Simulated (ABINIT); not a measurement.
# InP (F-43m): G0W0 in ABINIT against the exchange cutoff, part 2 of 2

Aim: move the exchange cutoff of a G0W0 run on InP (F-43m) over a wide range.

ABINIT 10.8.3; PBE and many-body steps on it, plane waves. Known limits of the many-body steps: not at the basis limit; exchange with frozen shells missing; mesh may overstate the screening; no spin-orbit coupling; coarse k mesh.

So far. Step 2 (Screening, 4×4×4 mesh, 29 bands, screening to 106.1 eV): Local fields lower ε∞ by 6 %. On a Γ-centred mesh this coarse the value itself is usually too large, while a short band sum pulls it down. Step 5 (12.4 Ha): The gap on the mesh goes from 0.71 eV to 1.00 eV, a correction of +0.29 eV.

The database entry behind the starting cell differs from later determinations by our own check (0.1 to 0.3 % short, probably kX units), so it need not match the best structure at ambient conditions.

### 6. 21.7 Ha

Level of this step: G0W0 on PBE, plane waves, norm-conserving pseudopotentials (ABINIT).

Contents of run.abi:

```
acell 3*1.0 Angstrom
rprim 
  -0.000000000000 2.930500000000 2.930500000000
  2.930500000000 -0.000000000000 2.930500000000
  2.930500000000 2.930500000000 -0.000000000000
ntypat 2
znucl 49 15
natom 2
typat 1 2
xred 
  0.000000000000 0.000000000000 0.000000000000
  0.250000000000 0.250000000000 0.250000000000
pp_dirpath "pseudos"
pseudos "In.upf, P.upf"
ecut 31
ngkpt 4 4 4
nshiftk 1
shiftk 0 0 0
kptopt 1
chksymbreak 0
istwfk *1
occopt 1
irdwfk 1
optdriver 4
nband 29
gwcalctyp 0
ecutsigx 21.7
symsigma 1
nkptgw 1
kptgw 
  0.0000000000 0.0000000000 0.0000000000
bdgw 
  7 13
ecuteps 3.9
irdscr 1
ppmodel 1
indata_prefix "in"
outdata_prefix "out"
tmpdata_prefix "tmp"
```

Command:

```bash
OMP_NUM_THREADS=1 mpirun -n 4 abinit run.abi > log
```

The program printed:

```text
.Version 10.8.3 of ABINIT. v10.8.2 released Aug 2026.

 Symmetries : space group F-4 3 m (#216); Bravais cF (face-center cubic)
[... echo of the input left out ...]
== DATASET  1 ==================================================================
-   mpi_nproc: 4, omp_nthreads: 1 (-1 if OMP is not activated)

--- !DatasetInfo
iteration_state: {dtset: 1, }
dimensions: {natom: 2, nkpt: 8, mband: 29, nsppol: 1, nspinor: 1, nspden: 1, mpw: 2826, }
cutoff_energies: {ecut:  31.0, pawecutdg:  -1.0, }
[...]
11   8.562 -10.216  -6.368  -3.271   0.795  -0.258  -9.757   0.459   9.021
       12   8.562 -10.216  -6.368  -3.271   0.795  -0.258  -9.757   0.459   9.021
       13   8.562 -10.216  -6.368  -3.271   0.795  -0.258  -9.757   0.459   9.021

== END DATASET(S) ==============================================================
================================================================================

 -outvars: echo values of variables after computation  --------
           etotal      0.0000000000E+00
            nband          29
             nkpt           8
          spgroup         216
 [... the other variables as echoed above ...]

 Calculation completed.
```

Wall time 3 s (4 MPI ranks of Arm Neoverse V1, shared host); peak memory 0.29 GiB; 12 s of CPU time.

This step gave:

- G0W0 gap on the points computed: 1.04 eV
- starting gap on the mesh: 0.7094 eV
- k of the valence top: 0, 0, 0
- k of the conduction bottom: 0, 0, 0
- least direct G0W0 gap on the computed points: 1.04 eV

Against the run before, the gap moves by +0.037 eV.

### 7. 31 Ha

Edit run.abi of step 6 so:

```diff
@@ -26,3 +26,3 @@
 gwcalctyp 0
-ecutsigx 21.7
+ecutsigx 31
 symsigma 1
```

The program printed:

```text
.Version 10.8.3 of ABINIT. v10.8.2 released Aug 2026.

 Symmetries : space group F-4 3 m (#216); Bravais cF (face-center cubic)
[... echo of the input left out ...]
== DATASET  1 ==================================================================
-   mpi_nproc: 4, omp_nthreads: 1 (-1 if OMP is not activated)

--- !DatasetInfo
iteration_state: {dtset: 1, }
dimensions: {natom: 2, nkpt: 8, mband: 29, nsppol: 1, nspinor: 1, nspden: 1, mpw: 2826, }
cutoff_energies: {ecut:  31.0, pawecutdg:  -1.0, }
[...]
11   8.562 -10.216  -6.368  -3.271   0.795  -0.258  -9.757   0.459   9.021
       12   8.562 -10.216  -6.368  -3.271   0.795  -0.258  -9.757   0.459   9.021
       13   8.562 -10.216  -6.368  -3.271   0.795  -0.258  -9.757   0.459   9.021

== END DATASET(S) ==============================================================
================================================================================

 -outvars: echo values of variables after computation  --------
           etotal      0.0000000000E+00
            nband          29
             nkpt           8
          spgroup         216
 [... the other variables as echoed above ...]

 Calculation completed.
```

It took 3.1 s on 4 MPI ranks; peak memory 0.34 GiB.

This step gave:

```
G0W0 gap on the points computed              : 1.049 eV
starting gap on the mesh                     : 0.7094 eV
k of the valence top                         : 0, 0, 0
k of the conduction bottom                   : 0, 0, 0
least direct G0W0 gap on the computed points : 1.049 eV
```

Against the run before, the gap moves by +0.009 eV.

### 8. Side by side

Times are wall times on 4 MPI ranks of Arm Neoverse V1, shared host, good to a factor of about two. A run's time includes the screening step that it read.

| run | mesh | bands | screening cutoff (eV) | DFT gap (eV) | gap on the mesh (eV) | direct (eV) | ε∞ used | time |
| --- | --- | --- | --- | --- | --- | --- | --- | --- |
| 3.1 Ha | 4×4×4 | 29 | 106.1 | 0.709 | 1.084 | 1.084 | 42.45 | 8.2 s |
| 6.2 Ha | 4×4×4 | 29 | 106.1 | 0.709 | 0.961 | 0.961 | 42.45 | 8.5 s |
| 12.4 Ha | 4×4×4 | 29 | 106.1 | 0.709 | 1.003 | 1.003 | 42.45 | 8.5 s |
| 21.7 Ha | 4×4×4 | 29 | 106.1 | 0.709 | 1.040 | 1.040 | 42.45 | 8.6 s |
| 31 Ha | 4×4×4 | 29 | 106.1 | 0.709 | 1.049 | 1.049 | 42.45 | 8.6 s |

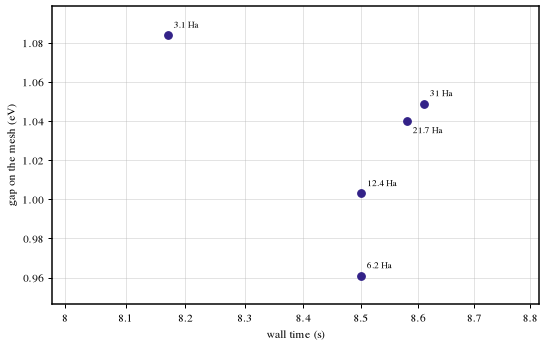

Result against wall time.

### 9. What came out

| Item | Value |
| --- | --- |
| 3.1 Ha | 1.084 eV |
| 6.2 Ha | 0.961 eV |
| 12.4 Ha | 1.003 eV |
| 21.7 Ha | 1.040 eV |
| 31 Ha | 1.049 eV |
| known limits | not at the basis limit; exchange with frozen shells missing; mesh may overstate the screening; no spin-orbit coupling; coarse k mesh |

In words: The setting moved: exchange cutoff. From 3.1 Ha to 31 Ha the gap moves by −0.04 eV, not steadily: it passes through 0.96 eV. It holds to 0.03 eV from 21.7 Ha on. Bands and screening cutoff are coupled, so a series along one setting does not show full convergence. Below the screening cutoff the correlation part is cut too. Bands and cutoff are finite, so the gap is not at the basis limit. The miss can reach some tenths of an eV and take either sign; the mesh is an error of its own. In the G0W0 runs levels were corrected at 1 k point alone, so a gap called «on the mesh» is the least over those, and an edge elsewhere would be missed. The 4×4×4 mesh is coarse for this cell, which bears on the long-range parts of exchange and screening. The norm-conserving file of at least one element keeps a d shell over frozen s and p shells of the same row. Exchange with those shells is missing from the self-energy, an error of 0.3 to 0.9 eV in cases checked, whose sign depends on which edge lies on those atoms. For the PBE start: The RPA ε∞ on this mesh reaches over 25; with a narrow direct gap a coarse mesh can overstate it, and the correction is then too small. The many-body steps are scalar-relativistic: spin-orbit coupling is not in them.

[Paths, hosts, dates, memory and timing lines, banners, echoed tables and standing remarks are left out of the program output.]

[Logs are printed without paths, hosts, clocks, repeated set-up lines and the standing remarks that a program may print on its own settings, such as how far it seeks lower states.]

[Runs of the session that timed out or met a known fault of the program may be left out.]

[Hosts, paths, dates, database ids (printed as entryN), source tags and the programs' standing remarks are cut or masked in the printed files.]

[G0W0 gaps are taken among the corrected bands and points alone; a level outside them can change the order at an edge.]

[Where Ansatz stands beside ABINIT at settings called matched, ABINIT's density can come from a denser mesh and the files from another edition; pairs whose starting gaps differed by over 0.03 eV were left out, so agreement reads better than it is.]
